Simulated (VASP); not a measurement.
Band structure of KCl (rock salt). Level of theory: PBE GGA, VASP's PBE PAW potentials (set 64) (plane waves; VASP 6.6.1).

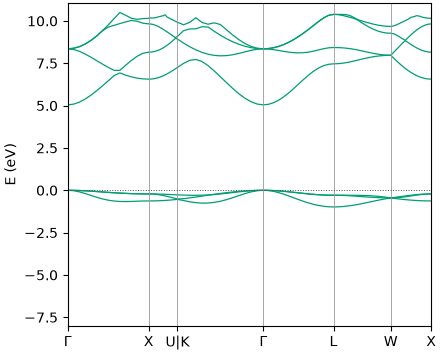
Figure. Bands along high-symmetry lines, zero at the valence-band maximum or, without a gap, the Fermi level

**Question.** Read the plot: is there a gap, and where are the band edges?

**Answer.** The gap is direct, 5.04 eV, from the valence maximum at Γ to the conduction minimum at Γ. (Edges off the drawn lines would not show.)

Measured: gap 8.50 eV (computed value off by -3.46 eV), as given by David Koller et al., Journal of Physics Condensed Matter (2013), arXiv:1304.4470.

The compound is KCl in the rock salt structure. It was relaxed first.
